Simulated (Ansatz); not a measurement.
# Ligand exchange: CH8O3Si2 + C3H8O → CH8O4Si2 + C3H8

Species: CH8O3Si2 `CO[SiH](O)O[SiH3]`, singlet; C3H8O (1-propanol) `CCCO`, singlet; CH8O4Si2 `CO[Si](O)(O)O[SiH3]`, singlet; C3H8 (propane) `CCC`, singlet. The partners trade H for OH: Si–H and C–OH bonds give way to Si–OH and C–H.

Shapes, held fixed at every level: PBE0-D4/def2-TZVP. Flexible molecules stand in one conformer, not always the lowest. Programs: Ansatz 0.2.0. Electronic energies: no zero-point or thermal term.

| level | kind | ΔE (kJ/mol) | less CCSD(T)/CBS estimate |
| --- | --- | --- | --- |
| PBE-D4/def2-TZVPP | GGA | -192.6 | +13.7 |
| r2SCAN-D4/def2-TZVPP | meta-GGA | -206.8 | -0.5 |
| wB97M-V/def2-TZVPP | range-separated hybrid | -204.5 | +1.8 |
| B2PLYP/def2-TZVPP | double hybrid | -203.9 | +2.4 |
| MP2/def2-TZVPP | perturbation theory | -210.8 | -4.5 |
| CCSD/def2-TZVPP | coupled cluster or CI | -206.2 | +0.1 |
| CCSD(T)/CBS estimate | coupled cluster or CI | -206.3 | 0.0 |

The highest level, CCSD(T)/CBS estimate, gives ΔE = -206.3 kJ/mol; the levels span -210.8 to -192.6. The column of differences is taken from that level and isn't an error. No measured value is set beside it here. The CBS estimate extrapolates MP2 from def2-TZVPP and def2-QZVPP and adds CCSD(T) − MP2 in the triple-zeta set, cores frozen.

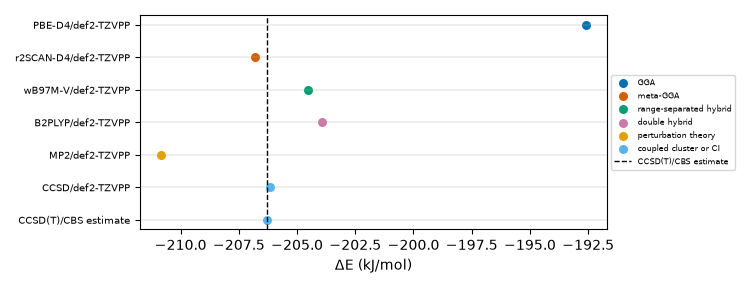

The values of the table, level by level.
